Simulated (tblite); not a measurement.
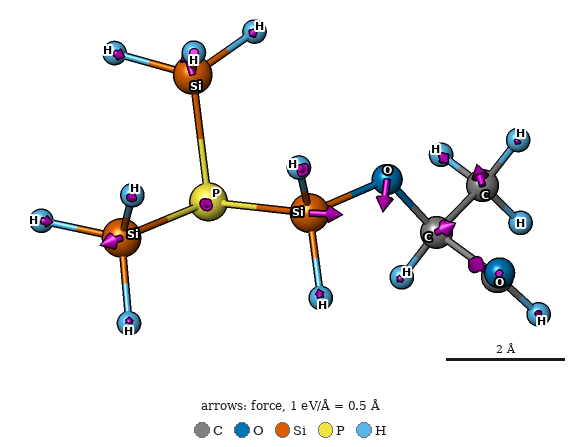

Starting geometry of C3H13O2PSi3 with the computed forces as purple arrows. A ball-and-stick model, seen at a tilt.

All numbers below come from GFN2-xTB geometry optimisation, gas phase in tblite 0.8.0. 

What follows when this structure is relaxed?

It isn't relaxed: the largest force vector, on a C atom, is 1.98 eV/Å. The final displacements have little in common with the starting forces (cosine between the two patterns 0.10). After 244 geometry steps the energy has fallen by 49.6 kJ/mol. The largest move after the best rigid fit is that of an H atom, 1.49 Å. Largest moves by element: H 1.49 Å, O 1.35 Å, C 0.80 Å, Si 0.75 Å, P 0.44 Å. Among the contacts that change: O–Si 3.430 → 2.581 Å, C–C 1.554 → 1.501 Å, C–O 1.421 → 1.382 Å, O–Si 1.660 → 1.623 Å. Among the angles between lasting bonds that change: O–Si–P 106.5° → 96.7°, C–O–Si 120.1° → 129.1°, Si–P–Si 95.6° → 103.1°. Groups turn about C–O by about 90°, O–Si by about 90°. The run took 5.3 s on 1 thread of Arm Neoverse N1, on a shared host.
